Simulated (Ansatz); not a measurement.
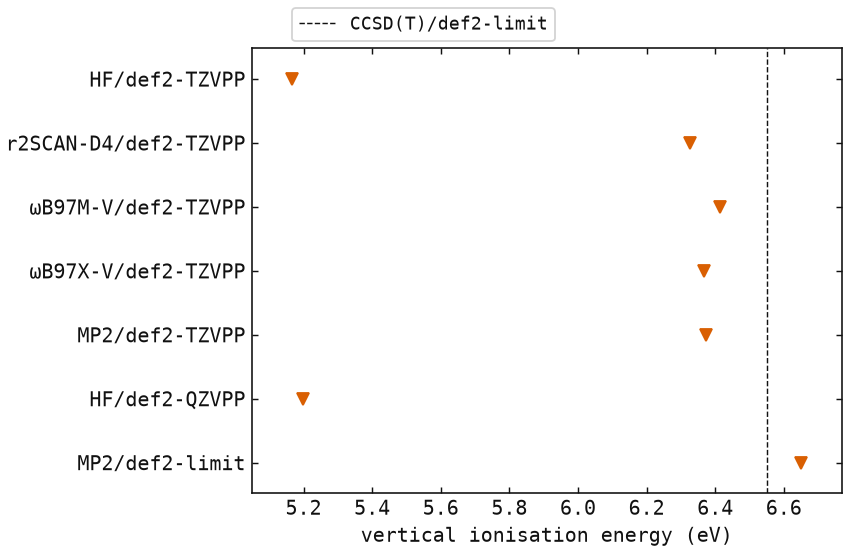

Vertical ionisation energy of CH₃KS, SMILES C[S][K], singlet, taken as the energy of the cation less that of the neutral at fixed geometry (unrestricted doublet cation, cores frozen in correlated methods, no spin-orbit coupling), the Ansatz code, at a PBE0-D4/def2-TZVP geometry (a minimum by its frequencies). Limit means an estimate of the basis limit from triple and quadruple zeta; for coupled cluster it is either extrapolated directly or built as the MP2 limit plus the step from MP2 in triple zeta. The distance of MP2/def2-TZVPP to the limit includes basis error.

What range do the values span, the line included?

From 5.17 eV (HF/def2-TZVPP) to 6.65 eV (MP2/def2-limit).

Give the values.

```
               level    eV  less CCSD(T)/def2-limit
       HF/def2-TZVPP  5.17                    −1.38
r2SCAN-D4/def2-TZVPP  6.33                    −0.22
  ωB97M-V/def2-TZVPP  6.42                    −0.13
  ωB97X-V/def2-TZVPP  6.37                    −0.18
      MP2/def2-TZVPP  6.37                    −0.18
       HF/def2-QZVPP  5.20                    −1.35
      MP2/def2-limit  6.65                     0.10
  CCSD(T)/def2-limit  6.55                     0.00
```

Caveats, for all or some of the runs: no scalar relativity up to krypton; outer-core shells are correlated without core-valence functions, which makes the correlated values less sure.
